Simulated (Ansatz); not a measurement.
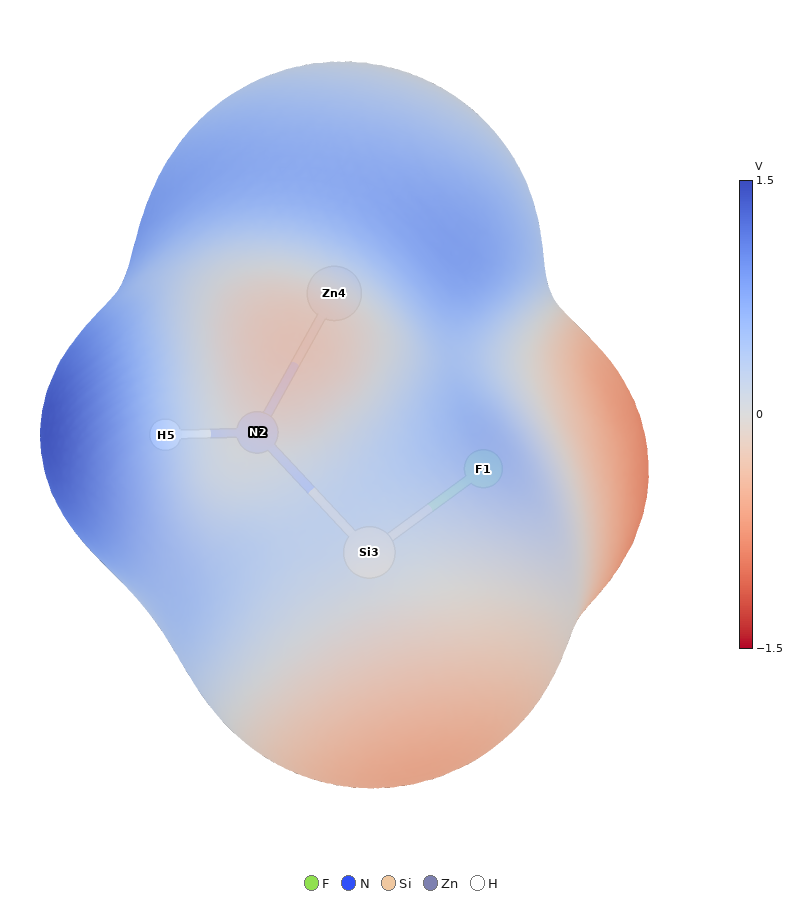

Figure 1: FHNSiZn (doublet). The electrostatic potential painted on the density surface at 0.001 e/bohr³, seen at a tilt; the colour scale runs from red (negative) to blue (positive).

Geometry: PBE0-D3(BJ)/def2-SVP.

These are results of Ansatz 0.2.0, isolated molecule in a Gaussian basis; Kohn-Sham density functional theory, functional PBE0, not measurements.

```yaml
atoms:
  - { symbol: F, position_ang: [0.0862, 1.5827, -0.7785] }
  - { symbol: N, position_ang: [-0.9477, -0.3504, 0.3161] }
  - { symbol: Si, position_ang: [-1.3417, 1.2731, 0.1066] }
  - { symbol: Zn, position_ang: [0.7492, -0.6789, -0.5505] }
  - { symbol: H, position_ang: [-1.5201, -1.0253, 0.8170] }
```

Q: Which sites attract a positive test charge, and which a negative one?

A: A positive charge is drawn to the negative regions and a negative charge to the positive ones. The most negative region (about −0.9 V, or −21 kcal/mol for a unit charge) lies over F1, the most positive (about +1.4 V, or +32 kcal/mol for a unit charge) over H5.

Q: How polar is the molecule by this calculation?

A: Its dipole moment is 1.74 D.
